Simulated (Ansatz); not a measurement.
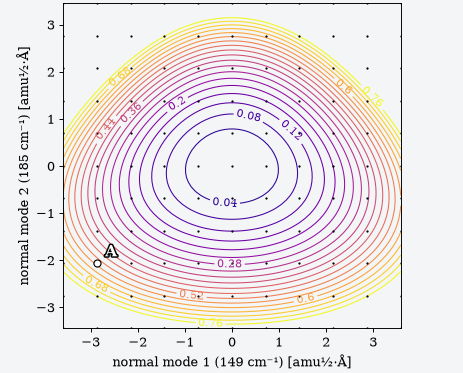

ClF₂Ge, SMILES [F][Ge]([F])[Cl], spin multiplicity 2. The first coordinate is: normal mode 1 (149 cm⁻¹); the second: normal mode 2 (185 cm⁻¹). Nothing is relaxed (straight displacements along the two mass-weighted modes). The grid has 11 × 11 points; 66 points were computed and 55 follow by symmetry. Points are written as (first, second). Energies: eV, counted from the lowest grid point. Method: Ansatz, UKS PBE-D4/def2-SVP.

The picture shows contour lines labelled in eV (none above 0.76), dots at the grid points, the point A. Between grid points the surface is interpolated.

Is A at rest? If not, where is it pushed?

Answer. A, at (−2.87 amu½·Å, −2.07 amu½·Å), is not a stationary point. The computed force is 0.2 eV for each amu½·Å towards larger values of normal mode 1 (149 cm⁻¹) and 0.25 eV for each amu½·Å towards larger values of normal mode 2 (185 cm⁻¹).
